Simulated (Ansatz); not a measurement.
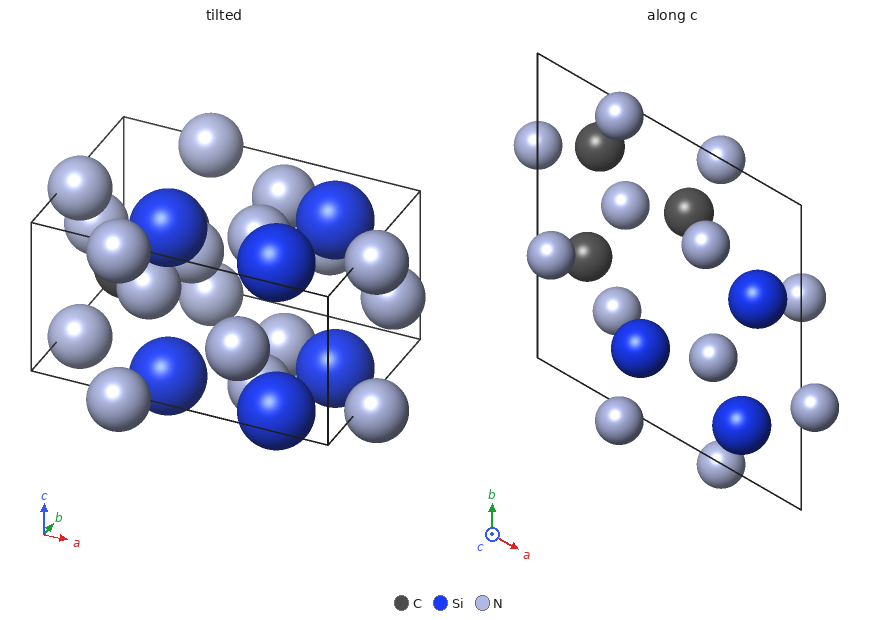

The image is a spheres-only drawing of a crystal, viewed slightly off an axis and along the c axis. The conventional unit cell is outlined; an atom on or near a face, edge or corner is repeated at each equivalent position.

Si₃C₃N₈, space group P-6 (No. 174), a = 7.042 Å, b = 7.042 Å, c = 2.668 Å, α = 90.00°, β = 90.00°, γ = 120.00°. The initial geometry was a structure type filled with these elements by a generator (whether the compound takes this form wasn't checked). Earlier steps of the study may have refined or changed the cell and positions. A calculation with Ansatz used it as input.

This one geometry was computed with Ansatz (DFT, plane waves, PAW) at four levels of theory: r2SCAN, PBE0, PBE and HSE06. It was relaxed beforehand with r2SCAN.

Question: Which level gives the highest pressure at this volume, and what does that say about its equilibrium volume?

Answer: Highest: PBE (5.7 GPa), which points to the largest equilibrium volume. Lowest, with the smallest volume: PBE0 (-3.2 GPa) and HSE06 (-3.1 GPa). Levels within 0.5 GPa of each other can't be told apart.

Question: How does the band gap change with the level of theory?

Answer: PBE: a gap of 2.29 eV, indirect; r2SCAN: a gap of 2.67 eV, indirect; HSE06: a gap of 3.78 eV, indirect; PBE0: a gap of 4.55 eV, indirect.

Question: Collect the results in a table.

Answer:
| level | cutoff (eV) | k-mesh of the run's cell | gap (eV) | pressure (GPa) |
| --- | --- | --- | --- | --- |
| r2SCAN | 500 | 6×6×10 | 2.67 | 0.0 |
| PBE0 | 420 | 3×3×6 | 4.55 | -3.2 |
| PBE | 420 | 6×6×10 | 2.29 | 5.7 |
| HSE06 | 420 | 3×3×6 | 3.78 | -3.1 |

Gaps are taken on the k-mesh or band path of each run.
